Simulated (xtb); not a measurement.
## Frequency calculation of C₂H₆BFSi

- system: C₂H₆BFSi, SMILES C=CB(F)[SiH3]
- method: GFN2-xTB (xtb 6.7.1 later snapshot)

The geometry was optimised with GFN2-xTB.

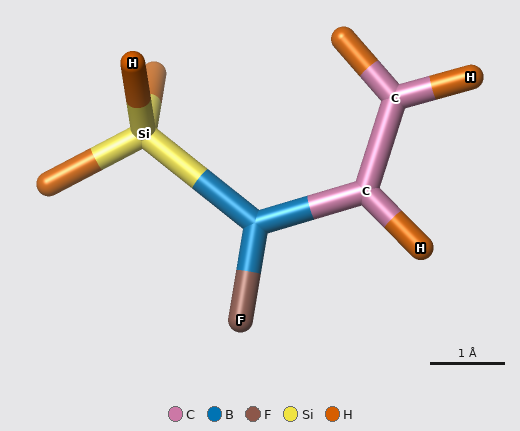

The structure as given in the input (stick view, seen on its broad side).

The input (start.xyz)
```
11

C     -1.51775800     0.28360000     1.02019100
C     -0.88011300    -0.85030400     0.73383500
B      0.39917000    -0.92704600    -0.14979400
F      0.90003900    -2.14607600    -0.33009900
Si     1.29931600     0.62021900    -0.99404500
H     -2.40428600     0.31733200     1.63493300
H     -1.16754600     1.23185500     0.64221500
H     -1.28187100    -1.77143100     1.14541800
H      1.74489400     1.62044100    -0.01061100
H      2.49121700     0.26944100    -1.77490100
H      0.41694600     1.35197800    -1.91713200
```

File .CHRG
```
0
```

File .UHF
```
0
```

File detailed.inp
```
$hess
   step=0.001
$end
```

Run on 1 thread of Arm Neoverse V1, 24 GiB of memory available, shared host.

Run as:
```bash
xtb start.xyz -I detailed.inp --gfn 2 --hess | tee xtb.out
```

What the program printed
```
* xtb version 6.7.1
   ID    Z sym.   atoms
    1    6 C      1, 2
    2    5 B      3
    3    9 F      4
    4   14 Si     5
    5    1 H      6-11

           -------------------------------------------------
          |                Calculation Setup                |
           -------------------------------------------------

          program call               : xtb start.xyz -I detailed.inp --gfn 2 --hess
          coordinate file            : start.xyz
          omp threads                :                     1

           -------------------------------------------------
          |                 G F N 2 - x T B                 |
           -------------------------------------------------

      * Hamiltonian:
        H0-scaling (s, p, d)           1.850000    2.230000    2.230000
        zeta-weighting                 0.500000
      * Dispersion:
        s8                             2.700000
        a1                             0.520000
        a2                             5.000000
        s9                             5.000000
      * Repulsion:
        kExp                           1.500000    1.000000
        rExp                           1.000000
      * Coulomb:
        alpha                          2.000000
        third order                    shell-resolved
        anisotropic                    true
        a3                             3.000000
        a5                             4.000000
        cn-shift                       1.200000
        cn-exp                         4.000000
        max-rad                        5.000000

          ...................................................
          :                      SETUP                      :
          :.................................................:
          :  # basis functions                  32          :
          :  # atomic orbitals                  31          :
          :  # shells                           17          :
          :  # electrons                        28          :
          :  max. iterations                   250          :
          :  Hamiltonian                  GFN2-xTB          :
          :  restarted?                      false          :
          :  GBSA solvation                  false          :
          :  PC potential                    false          :
          :  electronic temp.          300.0000000     K    :
          :  accuracy                    1.0000000          :
          :  -> integral cutoff          0.2500000E+02      :
          :  -> integral neglect         0.1000000E-07      :
          :  -> SCF convergence          0.1000000E-05 Eh   :
          :  -> wf. convergence          0.1000000E-03 e    :
          :  Broyden damping             0.4000000          :
          :  net charge                          0          :
          :  unpaired electrons                  0          :
          ...................................................

 iter      E             dE          RMSdq      gap      omega  full diag
   1    -15.0122830 -0.150123E+02  0.704E+00    2.80       0.0  T
   2    -15.1477100 -0.135427E+00  0.529E+00    2.23       1.0  T
   3    -15.1689381 -0.212281E-01  0.262E+00    2.44       1.0  T
   4    -15.1597875  0.915062E-02  0.228E+00    2.36       1.0  T
   5    -15.1819668 -0.221794E-01  0.129E+00    2.35       1.0  T
   6    -15.1859687 -0.400182E-02  0.459E-01    2.48       1.0  T
   7    -15.1870265 -0.105785E-02  0.129E-01    2.44       1.0  T
   8    -15.1870407 -0.141982E-04  0.623E-02    2.44       1.0  T
   9    -15.1870512 -0.104764E-04  0.227E-02    2.44       1.3  T
  10    -15.1870532 -0.199770E-05  0.801E-03    2.44       3.8  T
  11    -15.1870534 -0.225126E-06  0.140E-03    2.44      21.5  T
  12    -15.1870534  0.475595E-08  0.112E-03    2.44      27.0  T
  13    -15.1870534 -0.736562E-08  0.182E-04    2.44     165.7  T
  14    -15.1870534 -0.492104E-10  0.847E-05    2.44     356.1  T

   *** convergence criteria satisfied after 14 iterations ***

         #    Occupation            Energy/Eh            Energy/eV
      -------------------------------------------------------------
         1        2.0000           -0.8035702             -21.8663
       ...           ...                  ...                  ...
         8        2.0000           -0.5087191             -13.8430
         9        2.0000           -0.4678583             -12.7311
        10        2.0000           -0.4402854             -11.9808
        11        2.0000           -0.4339536             -11.8085
        12        2.0000           -0.4226125             -11.4999
        13        2.0000           -0.4208046             -11.4507
        14        2.0000           -0.3768595             -10.2549 (HOMO)
        15                         -0.2871532              -7.8138 (LUMO)
        16                         -0.1997739              -5.4361
        17                         -0.1811738              -4.9300
        18                         -0.1490739              -4.0565
        19                         -0.1441137              -3.9215
       ...                                ...                  ...
        31                          0.7604783              20.6937
      -------------------------------------------------------------
                  HL-Gap            0.0897063 Eh            2.4410 eV
             Fermi-level           -0.3320064 Eh           -9.0344 eV

 SCC (total)                   0 d,  0 h,  0 min,  0.006 sec
 SCC setup                      ...        0 min,  0.000 sec (  1.388%)
 Dispersion                     ...        0 min,  0.000 sec (  0.784%)
 classical contributions        ...        0 min,  0.000 sec (  0.154%)
 integral evaluation            ...        0 min,  0.001 sec ( 11.747%)
 iterations                     ...        0 min,  0.004 sec ( 61.025%)
 molecular gradient             ...        0 min,  0.001 sec ( 23.412%)
 printout                       ...        0 min,  0.000 sec (  1.263%)

         :::::::::::::::::::::::::::::::::::::::::::::::::::::
         ::                     SUMMARY                     ::
         :::::::::::::::::::::::::::::::::::::::::::::::::::::
         :: total energy             -15.022941002886 Eh    ::
         :: gradient norm              0.000107217717 Eh/a0 ::
         :: HOMO-LUMO gap              2.441032847609 eV    ::
         ::.................................................::
         :: SCC energy               -15.187045962470 Eh    ::
         :: -> isotropic ES            0.038618117797 Eh    ::
         :: -> anisotropic ES          0.003798910002 Eh    ::
         :: -> anisotropic XC          0.005580384000 Eh    ::
         :: -> dispersion             -0.006041319019 Eh    ::
         :: repulsion energy           0.164104959583 Eh    ::
         :: add. restraining           0.000000000000 Eh    ::
         :: total charge               0.000000000000 e     ::
         :::::::::::::::::::::::::::::::::::::::::::::::::::::

           -------------------------------------------------
          |                Numerical Hessian                |
           -------------------------------------------------
step length          :   0.00100
SCC accuracy         :   0.30000
Hessian scale factor :   1.00000
frozen atoms in %    :   0.00000    0
RMS gradient         :   0.00011
estimated CPU  time      0.00 min

writing file <hessian>, containing the non-mass-weighted Hessian matrix in atomic units (Eₕ/Bohr²).

 projected vibrational frequencies (cm⁻¹)
eigval :       -0.00    -0.00    -0.00     0.00     0.00     0.00
eigval :       54.87    83.10   142.42   251.33   278.73   415.61
eigval :      447.41   513.79   525.33   619.53   810.18   815.21
eigval :      822.49   938.30   963.52  1035.64  1112.80  1208.06
eigval :     1294.34  1410.57  1647.53  2198.24  2202.38  2239.76
eigval :     3023.41  3078.16  3101.05
           -------------------------------------------------
          |                Property Printout                |
           -------------------------------------------------

    * Orbital Energies and Occupations

         #    Occupation            Energy/Eh            Energy/eV
      -------------------------------------------------------------
         1        2.0000           -0.8035701             -21.8663
         2        2.0000           -0.7099565             -19.3189
         3        2.0000           -0.6227189             -16.9450
         4        2.0000           -0.5637445             -15.3403
         5        2.0000           -0.5335446             -14.5185
         6        2.0000           -0.5178925             -14.0926
         7        2.0000           -0.5118758             -13.9289
         8        2.0000           -0.5087190             -13.8429
         9        2.0000           -0.4678584             -12.7311
        10        2.0000           -0.4402858             -11.9808
        11        2.0000           -0.4339537             -11.8085
        12        2.0000           -0.4226126             -11.4999
        13        2.0000           -0.4208048             -11.4507
        14        2.0000           -0.3768601             -10.2549 (HOMO)
        15                         -0.2871540              -7.8139 (LUMO)
        16                         -0.1997742              -5.4361
        17                         -0.1811741              -4.9300
        18                         -0.1490743              -4.0565
        19                         -0.1441141              -3.9215
        20                         -0.0870869              -2.3698
        21                         -0.0447722              -1.2183
        22                          0.1422612               3.8711
        23                          0.1487818               4.0486
        24                          0.2315815               6.3017
        25                          0.3759538              10.2302
       ...                                ...                  ...
        31                          0.7604780              20.6937
      -------------------------------------------------------------
                  HL-Gap            0.0897061 Eh            2.4410 eV
             Fermi-level           -0.3320071 Eh           -9.0344 eV

     #   Z          covCN         q      C6AA      α(0)
     1   6          2.835    -0.069    29.703     8.931
     2   6          2.808    -0.120    31.024     9.125
     3   5          2.559     0.292    17.979     7.262
     4   9          0.723    -0.276    12.055     4.100
     5  14          3.684     0.381   100.252    19.182
     6   1          0.926     0.050     2.325     2.384
     7   1          0.926     0.045     2.379     2.412
     8   1          0.925     0.043     2.414     2.430
     9   1          0.916    -0.118     6.222     3.901
    10   1          0.917    -0.111     5.969     3.821
    11   1          0.916    -0.118     6.221     3.901

 Mol. C6AA /au·bohr⁶  :       1637.223112
 Mol. C8AA /au·bohr⁸  :      50669.256675
 Mol. α(0) /au        :         67.450641

Wiberg/Mayer (AO) data.
largest (>0.10) Wiberg bond orders for each atom

 ---------------------------------------------------------------------------
     #   Z sym  total        # sym  WBO       # sym  WBO       # sym  WBO
 ---------------------------------------------------------------------------
     1   6      3.985 --     2      1.924     6      0.976     7      0.975
     2   6      3.969 --     1      1.924     3      1.061     8      0.966
     3   5      3.259 --     4      1.120     2      1.061     5      0.873
     4   9      1.169 --     3      1.120
     5  14      3.579 --    10      0.904     9      0.897    11      0.897
                             3      0.873
     6   1      0.998 --     1      0.976
     7   1      0.998 --     1      0.975
     8   1      0.998 --     2      0.966
     9   1      0.986 --     5      0.897
Molecule has the following symmetry elements: (sigma)
It seems to be the Cs point group
    10   1      0.988 --     5      0.904
    11   1      0.986 --     5      0.897
 ---------------------------------------------------------------------------

Topologies differ in total number of bonds
Writing topology from bond orders to xtbtopo.mol

molecular dipole:
                 x           y           z       tot (Debye)
 q only:       -0.349       0.484       0.177
   full:       -0.551       0.100       0.371       1.708
molecular quadrupole (traceless):
                xx          xy          yy          xz          yz          zz
 q only:        1.389       1.028      -3.186       0.280       0.001       1.797
  q+dip:        1.640      -0.049      -2.896      -0.402       0.579       1.256
   full:        1.428       0.271      -3.607       1.091       0.733       2.179

           -------------------------------------------------
          |               Frequency Printout                |
           -------------------------------------------------
 projected vibrational frequencies (cm⁻¹)
eigval :       -0.00    -0.00    -0.00     0.00     0.00     0.00
eigval :       54.87    83.10   142.42   251.33   278.73   415.61
eigval :      447.41   513.79   525.33   619.53   810.18   815.21
eigval :      822.49   938.30   963.52  1035.64  1112.80  1208.06
eigval :     1294.34  1410.57  1647.53  2198.24  2202.38  2239.76
eigval :     3023.41  3078.16  3101.05
 reduced masses (amu)
    1:      7.36    2:      7.37    3:      5.68    4:      6.21    5:      6.72    6:      4.35
    7:      1.09    8:      2.16    9:      3.52   10:      1.82   11:      4.55   12:      2.95
   13:      1.23   14:      1.46   15:      6.10   16:      2.37   17:      1.05   18:      1.07
   19:      1.03   20:      1.35   21:      1.55   22:      1.09   23:      2.99   24:      5.67
   25:      1.47   26:      1.15   27:      6.18   28:      1.05   29:      1.03   30:      1.04
   31:      1.08   32:      1.05   33:      1.11
 IR intensities (km·mol⁻¹)
    1:      0.33    2:      0.16    3:      0.12    4:      0.11    5:      0.12    6:      0.53
    7:      0.04    8:      0.08    9:      0.00   10:     10.63   11:     11.20   12:      6.55
   13:     40.81   14:     44.77   15:      4.15   16:      1.48   17:    249.73   18:    371.12
   19:    140.48   20:     11.32   21:     17.08   22:     13.49   23:     71.77   24:    197.95
   25:     50.71   26:     19.36   27:     35.27   28:    443.81   29:    233.74   30:    310.68
   31:     40.05   32:     13.68   33:     54.61
 Raman intensities (Ä⁴*amu⁻¹)
    1:      0.00    2:      0.00    3:      0.00    4:      0.00    5:      0.00    6:      0.00
    7:      0.00    8:      0.00    9:      0.00   10:      0.00   11:      0.00   12:      0.00
   13:      0.00   14:      0.00   15:      0.00   16:      0.00   17:      0.00   18:      0.00
   19:      0.00   20:      0.00   21:      0.00   22:      0.00   23:      0.00   24:      0.00
   25:      0.00   26:      0.00   27:      0.00   28:      0.00   29:      0.00   30:      0.00
   31:      0.00   32:      0.00   33:      0.00
 output can be read by thermo (or use thermo option).
 writing <g98.out> molden fake output.
 recommended (thermochemical) frequency scaling factor: 1.0
           -------------------------------------------------
          |             Thermodynamic Functions             |
           -------------------------------------------------

cs  symmetry found (for desy threshold:  0.10E+00) used in thermo

          ...................................................
          :                      SETUP                      :
          :.................................................:
          :  # frequencies                          27      :
          :  # imaginary freq.                       0      :
          :  linear?                             false      :
          :  only rotor calc.                    false      :
          :  symmetry                               cs      :
          :  rotational number                       1      :
          :  scaling factor                  1.0000000      :
          :  rotor cutoff                   50.0000000 cm⁻¹ :
          :  imag. cutoff                  -20.0000000 cm⁻¹ :
          :.................................................:

    mode    ω/cm⁻¹     T·S(HO)/kcal·mol⁻¹    T·S(FR)/kcal·mol⁻¹   T·S(vib)
   ------------------------------------------------------------------------
       1     54.87    -1.38149 ( 59.20%)    -1.02851 ( 40.80%)    -1.23745
       2     83.10    -1.13785 ( 88.41%)    -0.90574 ( 11.59%)    -1.11095
       3    142.42    -0.82621 ( 98.50%)    -0.74627 (  1.50%)    -0.82501
       4    251.33    -0.51318 ( 99.84%)    -0.57809 (  0.16%)    -0.51328
       5    278.73    -0.45958 ( 99.90%)    -0.54744 (  0.10%)    -0.45967
   ------------------------------------------------------------------------

   temp. (K)  partition function   enthalpy   heat capacity  entropy
                                   cal/mol     cal/K/mol   cal/K/mol   J/K/mol
 298.15  VIB   90.6                 2959.220     18.864     18.303
         ROT  0.175E+06              888.727      2.981     26.975
         INT  0.159E+08             3847.947     21.845     45.278
         TR   0.252E+26             1481.212      4.968     39.336
         TOT                        5329.1595    26.8130    84.6138   354.0242

       T/K    H(0)-H(T)+PV         H(T)/Eh          T*S/Eh         G(T)/Eh
   ------------------------------------------------------------------------
    298.15    0.849256E-02    0.796483E-01    0.402028E-01    0.394455E-01
   ------------------------------------------------------------------------

         :::::::::::::::::::::::::::::::::::::::::::::::::::::
         ::                  THERMODYNAMIC                  ::
         :::::::::::::::::::::::::::::::::::::::::::::::::::::
         :: total free energy         -14.983495499984 Eh   ::
         ::.................................................::
         :: total energy              -15.022941002950 Eh   ::
         :: zero point energy           0.071155704206 Eh   ::
         :: G(RRHO) w/o ZPVE           -0.031710201240 Eh   ::
         :: G(RRHO) contrib.            0.039445502965 Eh   ::
         :::::::::::::::::::::::::::::::::::::::::::::::::::::

           -------------------------------------------------
          | TOTAL ENERGY              -15.022941002950 Eh   |
          | TOTAL ENTHALPY            -14.943292742466 Eh   |
          | TOTAL FREE ENERGY         -14.983495499984 Eh   |
          | GRADIENT NORM               0.000107127230 Eh/α |
          | HOMO-LUMO GAP               2.441028575098 eV   |
           -------------------------------------------------

------------------------------------------------------------------------
------------------------------------------------------------------------
 total:
 *  cpu-time:     0 d,  0 h,  0 min,  0.218 sec
 * ratio c/w:     1.000 speedup
 SCF:
 *  cpu-time:     0 d,  0 h,  0 min,  0.006 sec
 * ratio c/w:     1.000 speedup
 analytical hessian:
 *  cpu-time:     0 d,  0 h,  0 min,  0.203 sec
 * ratio c/w:     1.000 speedup
```

Standard error
```
normal termination of xtb
```

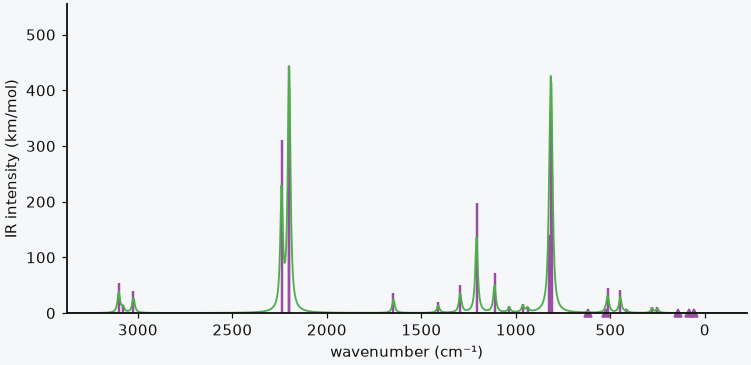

Harmonic infrared spectrum, unscaled: sticks (degenerate modes added up, dark ones marked on the axis) with a Lorentzian envelope of 16 cm⁻¹ full width, scaled to the tallest stick. 27 modes from 55 to 3101 cm⁻¹, none imaginary. The strongest line is at 2198 cm⁻¹ (444 km/mol).

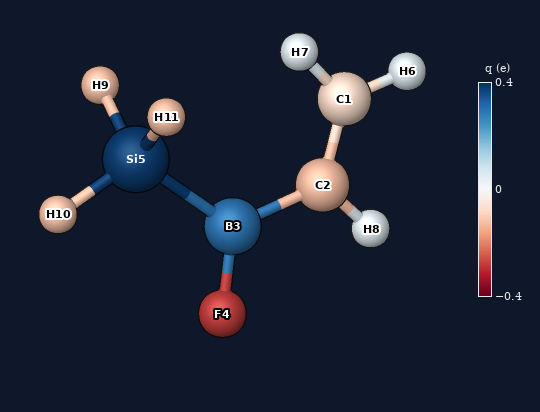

Mulliken charges, as the colour of each atom (ball-and-stick view, seen at a tilt; atoms are numbered from 1 in the order of the input). By element: C −0.12 to −0.07, B +0.29, F −0.28, Si +0.38 and H −0.12 to +0.05 e.

Results in brief

- outcome: converged
- electrons treated: 28
- total energy: −15.022941 hartree
- dispersion energy: −0.006041 hartree
- basis functions: 32
- HOMO: −10.25 eV
- LUMO: −7.81 eV
- zero-point energy: 0.071156 hartree
- dipole moment: 1.71 D
- wavenumbers, lowest and highest: 55 and 3101 cm⁻¹
- peak memory: 0.072 GiB

Remarks

Settings chosen away from the usual ones: method = gfn2-xtb; task = frequencies; x = {"hess_step": 0.001}; geo = {"prev": "A"}.
